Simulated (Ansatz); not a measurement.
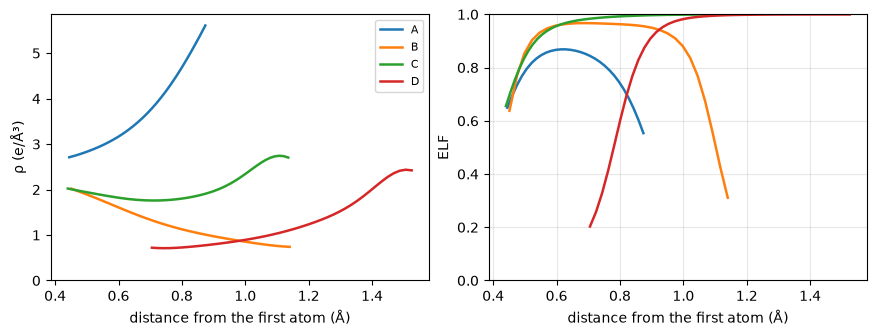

CH3OSi (charge −1). Total electron density and ELF along straight lines between neighbouring atoms. The curves leave out the atomic cores.

Geometry: PBE0-D4/def2-TZVPD.

Computed with RKS PBE0-D4/def2-TZVPPD (Ansatz).

```csv
atom,x (Å),y (Å),z (Å)
O,-0.7856,-1.5076,0.8780
C,-0.2203,-0.8435,0.0157
Si,-0.2782,1.0142,-0.3791
H,0.3318,-1.4272,-0.7868
H,1.2002,1.1372,-0.7450
H,-0.2479,1.6268,1.0171
```

> Which curve belongs to which contact (C–H, C–O, C–Si and Si–H)? The first atom named is at distance zero.

Curve A: C–O (1.23 Å): ρ at the midpoint is about 3.2 e/Å³; the ELF peaks at about 0.85 between the atoms (a short, multiple covalent bond). Curve B: C–Si (1.90 Å): the density is about 0.91 e/Å³ at the midpoint; the ELF peaks at about 0.95 between the atoms (a shared electron pair). Curve C: C–H (1.14 Å): ρ at the midpoint is about 1.9 e/Å³; the ELF climbs to about 1 towards the hydrogen, as it does in any bond to H: an ordinary covalent bond to hydrogen. Curve D: Si–H (1.52 Å): the density is about 0.71 e/Å³ at the midpoint; the ELF climbs to about 1 towards the hydrogen.
